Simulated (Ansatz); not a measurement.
# CH4BClS (SMILES CSBCl) at SVWN5/cc-pVDZ

Aim: the vertical singlet–triplet gap of CH4BClS at SVWN5/cc-pVDZ, from 2 runs. 

Program for the calculation: Ansatz 0.2.0.

94 further runs of the same task are left out: 94 set aside as unsound or not needed.

### Step 1. The molecule

The species is CH4BClS (8 atoms), meant as a singlet with charge 0. SMILES: `CSBCl`. The shape is that of a PBE0-D4/def2-TZVP optimisation. This is one conformer, not always the lowest.

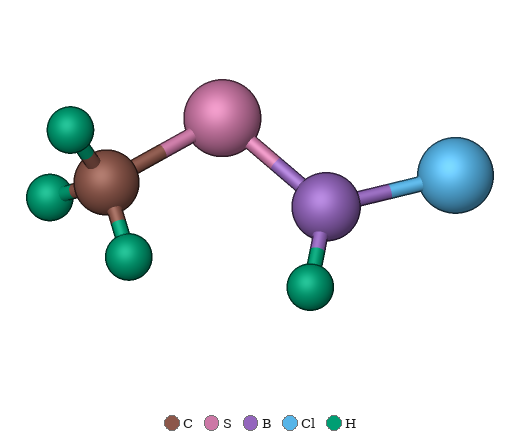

Viewed from a chosen angle; carbon brown, sulfur pink, boron purple, chlorine blue, hydrogen teal.

### Step 2. A single-point energy at SVWN5/cc-pVDZ

Input file run.yaml:

```yaml
crystal:
  periodic: [false, false, false]
  atoms:
    - symbol: C
      position_ang: [-0.471000, 1.184200, 0.216300]
    - symbol: S
      position_ang: [0.979400, 0.341100, -0.461900]
    - symbol: B
      position_ang: [0.578900, -1.367600, -0.269600]
    - symbol: Cl
      position_ang: [1.728300, -2.572200, -0.805600]
    - symbol: H
      position_ang: [-1.201900, 0.455300, 0.560900]
    - symbol: H
      position_ang: [-0.157800, 1.812600, 1.049100]
    - symbol: H
      position_ang: [-0.912200, 1.808700, -0.559500]
    - symbol: H
      position_ang: [-0.451500, -1.719100, 0.214500]
basis:
  gaussian:
    orbitals: cc-pVDZ
hamiltonian:
  xc: {name: SVWN5}
accuracy: high
output:
  orbitals: {seedname: orbitals}
```

Run with:

```
ansatz run run.yaml --threads 1 --pin off --max-ram 2610MiB --events-out events.jsonl --progress --plain --runs-dir runs
```

What it wrote:

```text
Warning: RAYON_NUM_THREADS=1 ignored (pool sized by the plan → 1); use --threads N
Functional definition: SVWN5
  name "SVWN5"
  exchange = slater_x
  correlation = vwn5_c
1973 factors; integrals over basis functions are off by at most 6.8e-9 eV
mean field evaluation 1: about -25036.2846 eV, gradient 4.9e1 eV
mean field evaluation 2: about -25027.6012 eV, gradient 7.2e1 eV
mean field evaluation 4: about -25042.4938 eV, gradient 2.8e0 eV
mean field evaluation 8: about -25042.5115 eV, gradient 4.4e-2 eV
mean field evaluation 16: about -25042.5115 eV, gradient 4.7e-6 eV
mean field -25042.51149000 eV, -920.2953228336 hartree, gradient 6.9e-8 eV, S^2 0.000000; 0 other end points of the search recorded, 0 dependent functions left out
reference -25042.51149290 eV, -920.2953229402 hartree; 24, 24 occupied and 60, 60 virtual orbitals, 1973 factors
Total energy: -25042.51149290 eV, -920.2953229402 hartree
```

It took 4.8 s on 1 thread of Arm Neoverse V1, shared host; peak memory 0.21 GiB.

### Step 3. The triplet, same level

Input file input.yaml:

```yaml
crystal:
  periodic: [false, false, false]
  atoms:
    - {symbol: C, position_ang: [-0.471000, 1.184200, 0.216300]}
    - {symbol: S, position_ang: [0.979400, 0.341100, -0.461900]}
    - {symbol: B, position_ang: [0.578900, -1.367600, -0.269600]}
    - {symbol: Cl, position_ang: [1.728300, -2.572200, -0.805600]}
    - {symbol: H, position_ang: [-1.201900, 0.455300, 0.560900]}
    - {symbol: H, position_ang: [-0.157800, 1.812600, 1.049100]}
    - {symbol: H, position_ang: [-0.912200, 1.808700, -0.559500]}
    - {symbol: H, position_ang: [-0.451500, -1.719100, 0.214500]}
basis:
  gaussian: {orbitals: cc-pVDZ}
hamiltonian: {xc: {name: SVWN5}}
accuracy: high
magnetization: {spin_polarized: true, initial_magnetization: 2}
output: {orbitals: {seedname: orbitals}}
```

Run with:

```
ansatz run input.yaml --threads 1 --pin off --max-ram 2610MiB --events-out events.jsonl --progress --plain --runs-dir runs
```

What it wrote:

```text
Warning: RAYON_NUM_THREADS=1 ignored (pool sized by the plan → 1); use --threads N
[... 4 set-up lines as earlier in the session ...]
1973 factors; integrals over basis functions are off by at most 6.8e-9 eV
mean field evaluation 1: about -25029.5603 eV, gradient 3.9e1 eV
mean field evaluation 2: about -25009.8097 eV, gradient 6.4e1 eV
mean field evaluation 4: about -25035.1727 eV, gradient 1.6e1 eV
mean field evaluation 8: about -25037.8016 eV, gradient 2.4e0 eV
mean field evaluation 16: about -25037.8385 eV, gradient 2.8e-1 eV
mean field evaluation 32: about -25030.8627 eV, gradient 2.3e1 eV
mean field evaluation 64: about -25037.8053 eV, gradient 7.4e-1 eV
mean field -25037.84767484 eV, -920.1239307876 hartree, gradient 3.6e-8 eV, S^2 2.002408; 6 other end points of the search recorded, 0 dependent functions left out
reference -25037.84767766 eV, -920.1239308913 hartree; 25, 23 occupied and 59, 61 virtual orbitals, 1973 factors
Total energy: -25037.84767766 eV, -920.1239308913 hartree
```

Run time: 15 s. Hardware: 1 thread of Arm Neoverse V1, shared host; peak memory 0.26 GiB.

### Step 4. What came out

Level: SVWN5/cc-pVDZ.

| quantity | value |
| --- | --- |
| singlet: total energy | -920.29532 Eh |
| singlet: HOMO energy | -6.55 eV |
| singlet: LUMO energy | -1.97 eV |
| singlet: HOMO–LUMO gap | 4.58 eV |
| triplet: total energy | -920.12393 Eh |
| triplet: HOMO energy (highest over α and β) | -1.94 eV |
| triplet: ⟨S²⟩ | 2.002 |
| vertical energy of the triplet above the singlet | 4.664 eV |

In words: At this shape the triplet lies 4.66 eV (450 kJ/mol) above the singlet.
